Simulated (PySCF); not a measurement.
V(F)5, SMILES [F][V]([F])([F])([F])[F] (F₅V) at its PBE0/def2-SVP optimised geometry (Å):

```
6

V     -0.8420     0.0000     0.0000
F     -0.8424     1.7204     0.0000
F     -0.8418    -1.7204     0.0000
F     -1.6828     0.0022    -1.4600
F      0.8424     0.0000     0.0000
F     -1.6830    -0.0029     1.4600
```

Method: PBE0/def2-TZVP (PySCF 2.14.0).

Map of the log10 of the electron density (e/bohr³), floored at −4 on the plane z = 0.8 Å:

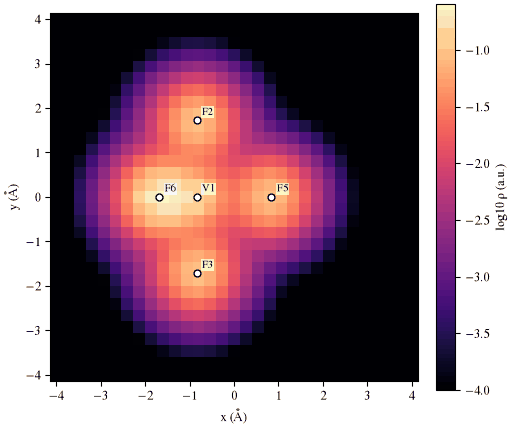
Figure: Log10 of the electron density (e/bohr³), floored at −4 on the plane z = 0.8 Å.
